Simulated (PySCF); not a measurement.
Iodoethane, SMILES CCI (C₂H₅I) at its PBE0/def2-SVP optimised geometry (Å):

```
8

C     -0.9694     0.4780     0.0000
C      0.5392     0.4780     0.0000
I      1.3768    -1.5198     0.0012
H     -1.3768    -0.0226    -0.8903
H     -1.3327     1.5198     0.0000
H     -1.3768    -0.0226     0.8903
H      0.9630     0.9550    -0.8929
H      0.9630     0.9558     0.8925
```

Calculation: PBE0/def2-TZVP, def2 effective core potentials past Kr in PySCF. The core electrons that the potentials of I replace are not part of the density. Cells within 0.4 Å of a nucleus heavier than hydrogen are left out (blank, or x).

Map of the LUMO amplitude (bohr^(-3/2)), clipped to [-0.25, 0.25] on the plane z = 0.0 Å; orbital energy -0.78 eV, overall sign arbitrary:

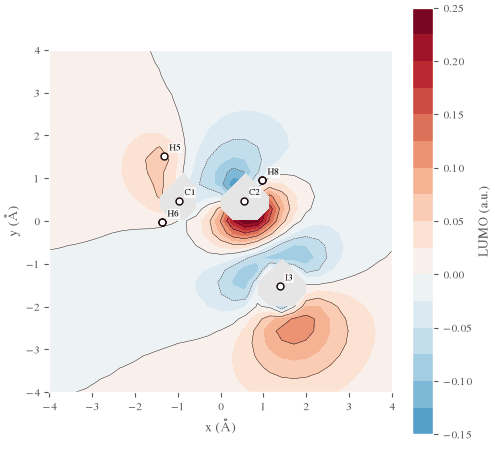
Figure. LUMO amplitude (bohr^(-3/2)), clipped to [-0.25, 0.25] on the plane z = 0.0 Å.
